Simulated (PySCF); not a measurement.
Input

```
{"job": {"xc": "PBE0", "basis": "pcSseg-1", "kind": "nmr", "pop": true}, "charge": 0, "multiplicity": 1}
C      2.158611    -1.177855     0.681548
Si     1.512719    -0.384254    -0.918863
C     -0.188098    -1.089131    -1.410497
Si    -1.685813    -0.560437    -0.357764
C     -1.660290    -1.386857     1.352218
C     -1.675705     1.335003    -0.149978
Si    -0.031597     2.047201     0.469321
Cl    -0.142108     4.084436     0.476529
C      1.370781     1.502909    -0.684423
H      3.169522    -0.846258     0.897826
H      1.541188    -0.920203     1.535831
H      2.180328    -2.260277     0.604407
H      2.484241    -0.654916    -2.001639
H     -0.129746    -2.176205    -1.419930
H     -0.384786    -0.794761    -2.440479
H     -2.932050    -0.954271    -1.050985
H     -1.587131    -2.466436     1.268121
H     -2.568253    -1.163801     1.903929
H     -0.822813    -1.045186     1.951527
H     -1.917361     1.789667    -1.110479
H     -2.478209     1.624505     0.526816
H      0.233576     1.665254     1.861417
H      1.221615     1.962151    -1.661472
H      2.319644     1.889488    -0.315424
```

Launched as:

```sh
OMP_NUM_THREADS=1 python ens_run.py task.json out
```

Geometry: GFN2-xTB.

Theory: PBE0/pcSseg-1, SCF density, gas phase, non-relativistic in PySCF 2.14.0.

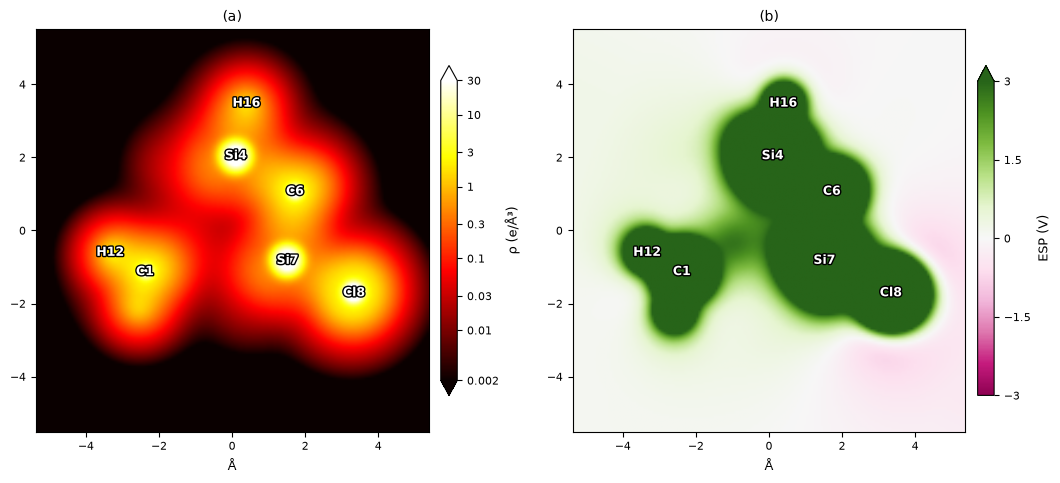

C₅H₁₅ClSi₃. (a) electron density; (b) molecular electrostatic potential on the plane of atoms Si4, C6 and Si7.

Interpret the plot.

Answer. The plane passes through C, Si, Cl and H nuclei. C–Si (1.90 Å): ρ at the midpoint is about 0.92 e/Å³. Si–Cl (2.04 Å): the density is about 0.92 e/Å³ at the midpoint. C–H (1.09 Å): the density is about 1.9 e/Å³ at the midpoint. Si–H (1.48 Å): the density is about 0.79 e/Å³ at the midpoint. Outside the dense part of the molecule the potential is most negative (−0.7 V) near Cl8.
